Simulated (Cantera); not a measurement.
Feed: 1 mol Si, 0.43 mol CO2, a varied amount of H2, equilibrated at 1975 °C and 0.230 bar.

Cantera equilibrium calculation (NASA polynomials, part measured and part estimated; ideal gas, pure solids and liquids). Candidate condensed phases: C, C6H6, C7H8, C8H18, H2O, Si, SiC, SiO2; 123 gas species. Gases not in the tables: Si2H6 and higher silanes. Kinetics and transport are ignored.

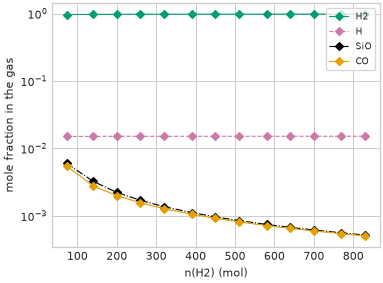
*Equilibrium gas composition (values under 1e-9 drawn at 1e-9)*

Problem. Read off the mole fractions at 700 mol H2.

Solution. H2 about 0.98, H about 0.015, SiO about 0.00062, CO about 0.00060.
